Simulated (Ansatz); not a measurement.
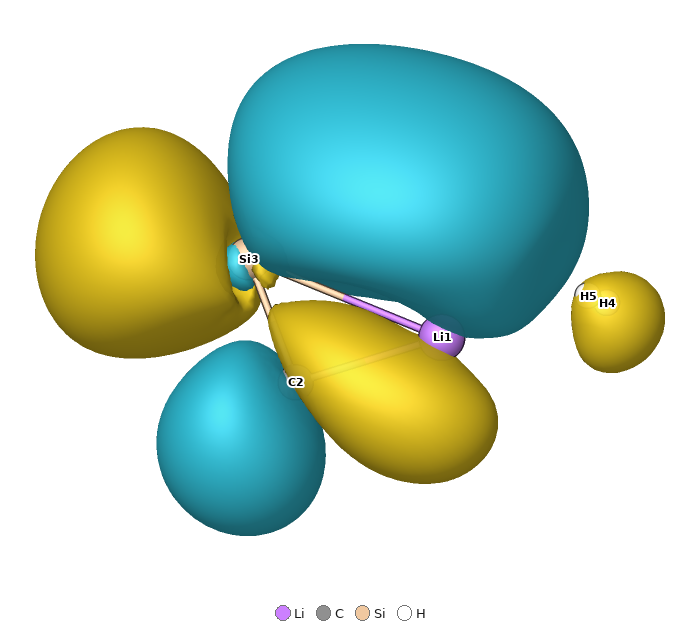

Figure 1: CH2LiSi (doublet). One frontier orbital at ±0.05 Å⁻³ᐟ² (yellow and cyan are the two phases), seen at a tilt.

Geometry: PBE0-D4/def2-TZVP; at this geometry the atoms fall into two loosely joined parts.

All numbers below come from Ansatz 0.2.0, UKS PBE0-D4/def2-TZVPP.

```xyz
5

Li    0.1478   -0.1195    0.2244
C    -1.5553   -0.0577    1.1768
Si   -2.4420    0.6409   -0.0484
H     1.8929   -0.5813   -0.8171
H     2.0660    0.1020   -0.5602
```

**Which orbital is it: HOMO (α) or LUMO (α)?**

The LUMO (α), at −0.77 eV. By Hirshfeld shares it lies mainly on Si3 (about 45 %), Li1 (about 25 %) and C2 (about 25 %); π-bonding across Si3–Li1.
